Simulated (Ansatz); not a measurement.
# triplet Si2H6O at 6 levels

Wanted: a comparison of 6 runs (U-r2SCAN0/cc-pVDZ, U-revPBE/cc-pVDZ, UPBE/cc-pVDZ, RPA@PBE0/cc-pVDZ, UBCCD(T)/cc-pVDZ, UCCSD(T)/cc-pVDZ) of triplet Si2H6O. 

The results are computed with Ansatz 0.2.0.

60 further runs of the same task are left out: 60 set aside as unsound or not needed.

## Step 1: The system as given

Si2H6O has 9 atoms, charge 0, and is taken as a triplet. SMILES of the parent species: `[SiH3]O[SiH3]`. Geometry: relaxed at PBE0-D4/def2-TZVP. That shape belongs to the parent species and isn't relaxed for this state.

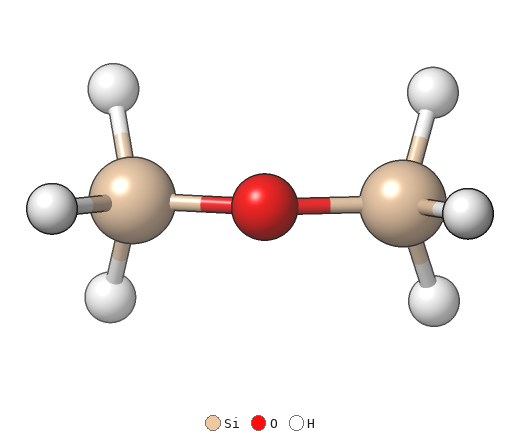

The structure, seen from a chosen angle (silicon light orange, oxygen red, hydrogen white).

## Step 2: A single-point energy at U-r2SCAN0/cc-pVDZ (run 1)

job.yaml reads:

```yaml
crystal:
  periodic: [false, false, false]
  atoms:
    - {symbol: Si, position_ang: [-0.710290, 1.052660, -0.919520]}
    - {symbol: O, position_ang: [0.425550, 0.090990, -0.245380]}
    - {symbol: Si, position_ang: [0.775570, -1.038810, 0.881750]}
    - {symbol: H, position_ang: [-1.787270, 0.226580, -1.525660]}
    - {symbol: H, position_ang: [-0.060640, 1.872420, -1.970220]}
    - {symbol: H, position_ang: [-1.306170, 1.942760, 0.111330]}
    - {symbol: H, position_ang: [2.224270, -1.343130, 0.800010]}
    - {symbol: H, position_ang: [-0.009310, -2.275600, 0.628780]}
    - {symbol: H, position_ang: [0.448290, -0.527870, 2.238910]}
basis:
  gaussian:
    orbitals: cc-pVDZ
magnetization:
  spin_polarized: true
  initial_magnetization: 2
hamiltonian:
  xc: {name: r2SCAN0}
accuracy: high
output: {orbitals: {seedname: orbitals}}
```

Started as:

```
$ ansatz run job.yaml --threads 1 --pin off --max-ram 3480MiB --events-out events.jsonl --progress --plain --runs-dir runs
```

The program printed:

```text
Warning: RAYON_NUM_THREADS=1 ignored (pool sized by the plan → 1); use --threads N
Functional definition: r2SCAN0
  name "r2SCAN0"
  parameter a = 0.25
  parameter k0 = 0.174
  parameter k1 = 0.065
  parameter a1 = 4.9479
  exchange = (1 - a)*r2scan_x(k0 = k0, k1 = k1, a1 = a1) + a*exact_x
  correlation = r2scan_c
1882 factors; integrals over basis functions are off by at most 3.9e-9 eV
mean field evaluation 1: about -17887.7808 eV, gradient 2.8e1 eV
mean field evaluation 2: about -17877.2142 eV, gradient 5.8e1 eV
mean field evaluation 4: about -17890.9576 eV, gradient 2.5e0 eV
mean field evaluation 8: about -17891.1463 eV, gradient 1.4e-1 eV
mean field evaluation 16: about -17891.1467 eV, gradient 5.9e-3 eV
mean field evaluation 32: about -17891.1467 eV, gradient 2.4e-5 eV
mean field evaluation 64: about -17890.9816 eV, gradient 1.1e0 eV
mean field -17891.14669986 eV, -657.4875141650 hartree, gradient 7.3e-8 eV, S^2 2.012111; 4 other end points of the search recorded, 0 dependent functions left out
reference -17891.14670188 eV, -657.4875142395 hartree; 22, 20 occupied and 58, 60 virtual orbitals, 1882 factors
Total energy: -17891.14670188 eV, -657.4875142395 hartree
```

Wall time 57 s (1 thread of Intel Xeon Platinum 8259CL at 2.50GHz (Skylake/Cascade Lake), shared host); peak memory 0.53 GiB.

## Step 3: A single-point energy at U-revPBE/cc-pVDZ (run 2)

in.yaml reads:

```yaml
crystal:
  periodic: [false, false, false]
  atoms:
    - {symbol: Si, position_ang: [-0.710290, 1.052660, -0.919520]}
    - {symbol: O, position_ang: [0.425550, 0.090990, -0.245380]}
    - {symbol: Si, position_ang: [0.775570, -1.038810, 0.881750]}
    - {symbol: H, position_ang: [-1.787270, 0.226580, -1.525660]}
    - {symbol: H, position_ang: [-0.060640, 1.872420, -1.970220]}
    - {symbol: H, position_ang: [-1.306170, 1.942760, 0.111330]}
    - {symbol: H, position_ang: [2.224270, -1.343130, 0.800010]}
    - {symbol: H, position_ang: [-0.009310, -2.275600, 0.628780]}
    - {symbol: H, position_ang: [0.448290, -0.527870, 2.238910]}
basis:
  gaussian: {orbitals: cc-pVDZ}
hamiltonian: {xc: {name: revPBE}}
accuracy: high
output: {orbitals: {seedname: orbitals}}
magnetization: {spin_polarized: true, initial_magnetization: 2}
```

Started as:

```
$ ansatz run in.yaml --threads 1 --pin off --max-ram 3480MiB --events-out events.jsonl --progress --plain --runs-dir runs
```

The program printed, cut to the lines that bear on the results:

```text
Warning: RAYON_NUM_THREADS=1 ignored (pool sized by the plan → 1); use --threads N
Functional definition: revPBE
  name "revPBE"
[...]
1882 factors; integrals over basis functions are off by at most 3.9e-9 eV
[...]
mean field -17890.62766817 eV, -657.4684401024 hartree, gradient 3.4e-8 eV, S^2 2.002785; 6 other end points of the search recorded, 0 dependent functions left out
reference -17890.62767310 eV, -657.4684402833 hartree; 22, 20 occupied and 58, 60 virtual orbitals, 1882 factors
Total energy: -17890.62767310 eV, -657.4684402833 hartree
```

Wall time 33 s (1 thread of Intel Xeon Platinum 8259CL at 2.50GHz (Skylake/Cascade Lake), shared host); peak memory 0.29 GiB.

Runs 3 to 5 aren't shown in full; the table further down has their settings and results.

## Step 4: The energy at UCCSD(T)/cc-pVDZ (run 6)

run.yaml reads:

```yaml
crystal:
  periodic: [false, false, false]
  atoms:
    - {symbol: Si, position_ang: [-0.710290, 1.052660, -0.919520]}
    - {symbol: O, position_ang: [0.425550, 0.090990, -0.245380]}
    - {symbol: Si, position_ang: [0.775570, -1.038810, 0.881750]}
    - {symbol: H, position_ang: [-1.787270, 0.226580, -1.525660]}
    - {symbol: H, position_ang: [-0.060640, 1.872420, -1.970220]}
    - {symbol: H, position_ang: [-1.306170, 1.942760, 0.111330]}
    - {symbol: H, position_ang: [2.224270, -1.343130, 0.800010]}
    - {symbol: H, position_ang: [-0.009310, -2.275600, 0.628780]}
    - {symbol: H, position_ang: [0.448290, -0.527870, 2.238910]}
basis:
  gaussian:
    orbitals: cc-pVDZ
total_charge: 0
magnetization:
  spin_polarized: true
  initial_magnetization: 2
correlation:
  method: ccsd_t
  frozen_orbitals: {H: 0, O: 1, Si: 5}
accuracy: high
scf:
  omitted_lower_state_checks: [cluster_reference, increment]
```

Started as:

```
$ ansatz run run.yaml --threads 1 --pin off --max-ram 3480MiB --events-out events.jsonl --progress --plain --runs-dir runs
```

The program printed:

```text
Warning: RAYON_NUM_THREADS=1 ignored (pool sized by the plan → 1); use --threads N
[... 15 lines left out ...]
11 core orbitals not correlated: weight in the atoms' cores, before any rotation towards them, 1.000 or more for the frozen orbitals, at most 0.000 for the correlated occupied ones
[... 40 lines left out ...]
Total energy: -17862.88635089 eV, -656.4489654958 hartree
Checks for a lower state left out: cluster_reference, increment
```

Wall time 46 s (1 thread of Intel Xeon Platinum 8259CL at 2.50GHz (Skylake/Cascade Lake), shared host); peak memory 0.69 GiB.

## Step 5: All runs side by side

```
run              level  frozen core orbitals  energy (Eh)   ⟨S²⟩  wall time
  1  U-r2SCAN0/cc-pVDZ                     –  -657.487514  2.012       57 s
  2   U-revPBE/cc-pVDZ                     –  -657.468440  2.003       33 s
  3       UPBE/cc-pVDZ                     –  -657.223430  2.003       33 s
  4   RPA@PBE0/cc-pVDZ                    11  -656.615758  2.007       47 s
  5   UBCCD(T)/cc-pVDZ                    11  -656.449801  2.012       82 s
  6   UCCSD(T)/cc-pVDZ                    11  -656.448965  2.012       46 s
```

## Step 6: Outcome

```
                                           quantity          value
                                run 6: total energy  -656.44897 Eh
run 6: correlation energy (11 core orbitals frozen)     -452.8 mEh
                              run 6: (T) correction     -14.83 mEh
           run 6: ⟨S²⟩ of the reference determinant          2.012
                               run 6: T1 diagnostic          0.056
```

What this shows: Totals of different functionals can't be ranked against each other. All runs together took 5 min, the longest 82 s.
